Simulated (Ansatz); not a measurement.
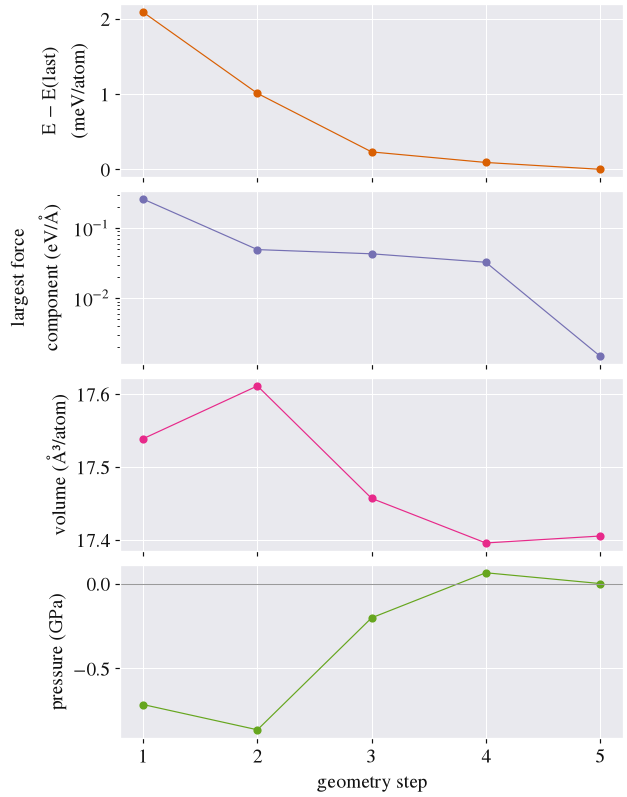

History of a geometry optimisation. Atoms and cell relax. A closing SCF on a freshly chosen basis isn't drawn.

```
crystal:
  lattice:
    - [3.94, 0.0, 0.0]
    - [-1.97, 3.4121400909, 0.0]
    - [0.0, 0.0, 6.523]
  atoms:
    - { symbol: Ca, position: [0.0, 0.0, 0.0] }
    - { symbol: Cu, position: [0.3333333333, 0.6666666667, 0.37649] }
    - { symbol: Cu, position: [0.6666666667, 0.3333333333, 0.62351] }
    - { symbol: S, position: [0.3333333333, 0.6666666667, 0.7463] }
    - { symbol: S, position: [0.6666666667, 0.3333333333, 0.2537] }
basis:
  ecutwfc: 420
kpoints:
  mp_grid: { grid: [9, 9, 4] }
hamiltonian:
  xc: pbe
scf:
  occupations: { method: gaussian, width: 0.02 }
output:
  forces: true
  stress: true
  eigenvalues: true
relax:
  adjacent_minimum: "off"
  f_tol: 0.01
  max_steps: 80
  cell: { stress_tol: 0.05 }
```

Launched with:
```bash
ansatz run input.yaml --threads 4 --pin off --max-ram 9216MiB --backend cpu --events-out ev --progress --plain --runs-dir out
```

### How did it end, and what did it gain?

The optimisation met its thresholds at geometry 5, counting the start as the first. The energy fell by about 2.1 meV/atom from the first step to the last. The largest force component goes from about 0.26 eV/Å at the start to 1.5 × 10⁻³ eV/Å at the end.

### Was the starting cell too large or too small?

The volume shrinks from 17.54 to 17.41 Å³ per atom (−0.8 %), as the pressure goes from −0.71 GPa to about 0 GPa. The start was expanded.
